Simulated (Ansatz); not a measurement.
Input file:

```
crystal:
  periodic: [false, false, false]
  atoms:
    - { symbol: Ga, position_ang: [-0.424598, -0.203931, -0.086559] }
    - { symbol: H, position_ang: [1.836902, -0.754909, 1.523017] }
    - { symbol: C, position_ang: [0.559616, -0.520567, -1.744795] }
    - { symbol: C, position_ang: [-1.00209, 1.404644, 0.860545] }
    - { symbol: H, position_ang: [1.299957, -1.199755, 1.592613] }
    - { symbol: Cl, position_ang: [-1.090948, -2.07684, 0.911085] }
    - { symbol: H, position_ang: [1.284874, 0.270354, -1.952191] }
    - { symbol: H, position_ang: [-0.145522, -0.55704, -2.581814] }
    - { symbol: H, position_ang: [1.073097, -1.482605, -1.696317] }
    - { symbol: H, position_ang: [-0.685463, 1.348238, 1.90512] }
    - { symbol: H, position_ang: [-0.610451, 2.322197, 0.416204] }
    - { symbol: H, position_ang: [-2.095474, 1.450314, 0.852991] }
basis:
  gaussian: { orbitals: def2-SVP }
hamiltonian:
  xc: { name: BHLYP }
  dispersion: d4
relax:
  f_tol: 0.03
  max_steps: 50
output:
  orbitals: {}
```

Launched as:

```sh
ansatz run input.yaml --threads 2 --pin off --max-ram 3072MiB --backend cpu --events-out ev --progress --plain --runs-dir out
```

The fields are those of the run's last geometry, not of the input's.

Level of theory: RKS BHLYP-D4/def2-SVP in Ansatz.

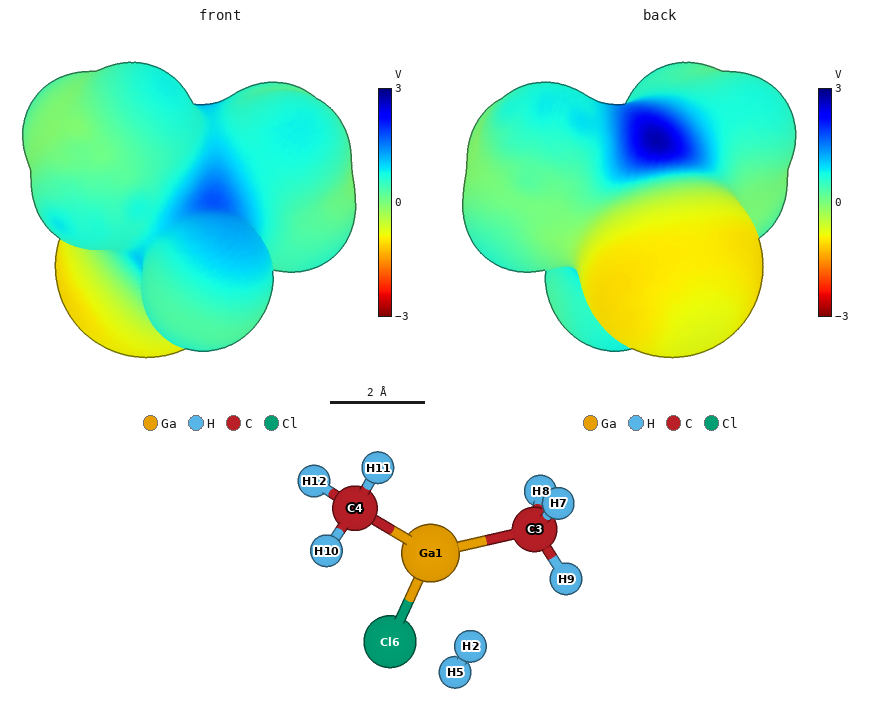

C$_{2}$H$_{6}$ClGa···H$_{2}$. The electrostatic potential painted on the density surface at 0.002 e/bohr³, seen from the front and from behind; red is negative and blue positive. The bare structure is drawn below in the same view.

### Describe the electrostatic potential map.

The most negative region (about −1.0 V, or −23 kcal/mol for a unit charge) lies over Cl6, the most positive (about +2.6 V, or +60 kcal/mol for a unit charge) over Ga1.
